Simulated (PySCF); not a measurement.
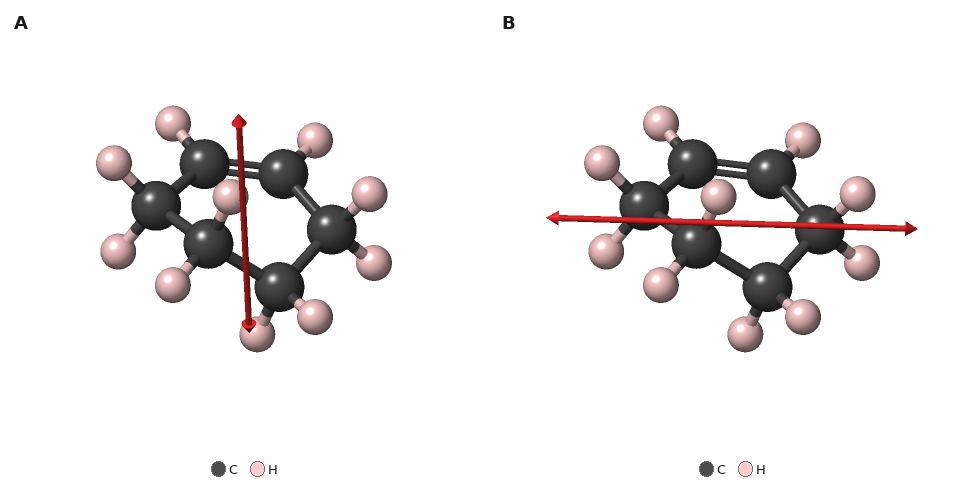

The double arrows show the directions of two transition dipoles from the ground state (lengths mean nothing). The computed structure is the end point of a PBE0-D3(BJ)/def2-SVP optimisation. No frequency run is at hand to confirm it as a minimum. Properties computed with TDDFT HF/def2-SVPD, vertical, gas phase, core orbitals frozen in the response (PySCF 2.14.0).

**One belongs to singlet state 2 and one to singlet state 9. Which is which?**

A: state 9, 9.54 eV (130 nm), oscillator strength 0.026, of mixed character, with the largest part HOMO → LUMO+7 (weight 0.30).
B: state 2, 7.34 eV (169 nm), oscillator strength 0.31, mainly HOMO → LUMO+6 (weight 0.61).
